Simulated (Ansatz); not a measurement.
**ClGaH₂···SiH₄: density, localisation and related maps**

Input

```
crystal:
  periodic: [false, false, false]
  atoms:
    - {symbol: Ga, position_ang: [-0.962216, -0.008186, -1.512107]}
    - {symbol: Si, position_ang: [0.784699, -0.143554, 1.243758]}
    - {symbol: H, position_ang: [-0.020411, -0.582836, -2.611071]}
    - {symbol: H, position_ang: [-2.271736, -0.603589, -0.915317]}
    - {symbol: H, position_ang: [0.251766, -0.795566, -0.011110]}
    - {symbol: Cl, position_ang: [-0.619762, 2.083499, -1.026872]}
    - {symbol: H, position_ang: [1.859922, 0.787957, 0.845634]}
    - {symbol: H, position_ang: [-0.336340, 0.529533, 1.931337]}
    - {symbol: H, position_ang: [1.314076, -1.267259, 2.055648]}
basis:
  gaussian: {orbitals: def2-TZVPP}
hamiltonian: {xc: pbe0, dispersion: d4}
output: {orbitals: {seedname: orbitals}}
```

Command:

```sh
ansatz run in.yaml --threads 4 --pin off --events-out ev --progress --plain --max-ram 9574MiB
```

The product side of a reaction path; geometry: PBE0-D4/def2-TZVP.

Computed with RKS PBE0-D4/def2-TZVPP (Ansatz).

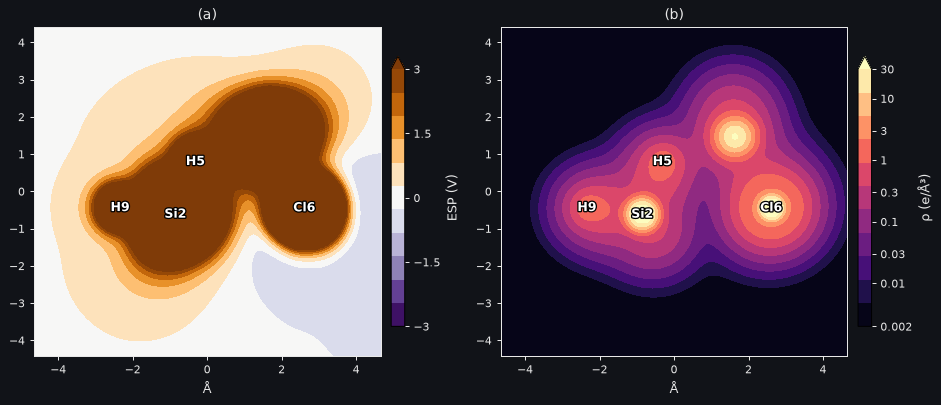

Figure 1. (a) molecular electrostatic potential; (b) total electron density on the plane of atoms H5, Si2 and H9.

Q: Describe what can be read from this map.

A:
- The plane passes through Si, H and Cl nuclei.
- Si–H (1.48 Å): the density is about 0.81 e/Å³ at the midpoint.
- Outside the dense part of the complex the potential is most negative (−0.8 V) near Cl6.

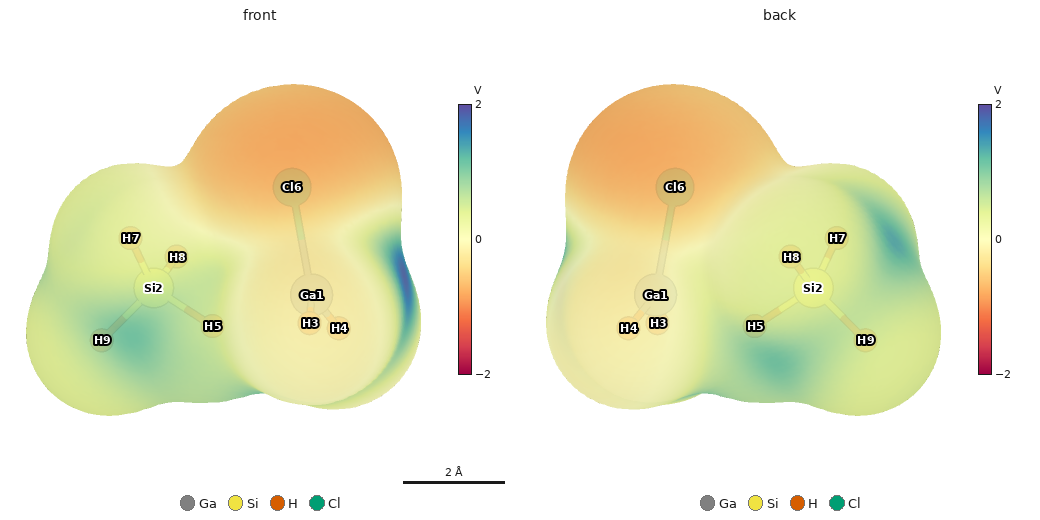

Figure 2. The molecular electrostatic potential painted on the density surface at 0.001 e/bohr³, seen from the front and from behind; the colour scale runs from red (negative) to blue (positive).

Q: Where is the surface potential most negative and most positive?

A: The most negative region (about −0.8 V) lies over Cl6, the most positive (about +1.7 V) over Ga1.

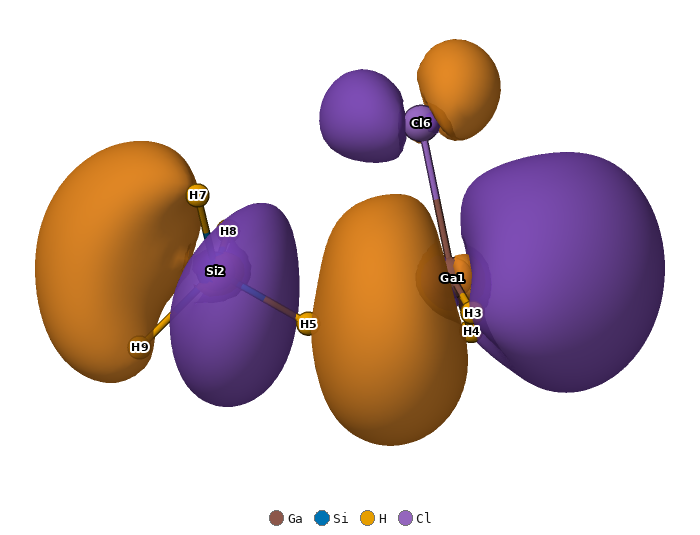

Figure 3. The LUMO at ±0.06 Å⁻³ᐟ² (orange and purple are the two phases), seen across its widest extent.

Q: Where does this orbital lie, and at what energy?

A: Its weight (Hirshfeld) is mainly on Ga1 (about 50 %), Si2 (about 20 %) and H5 (about 5 %). Its energy is −1.26 eV.
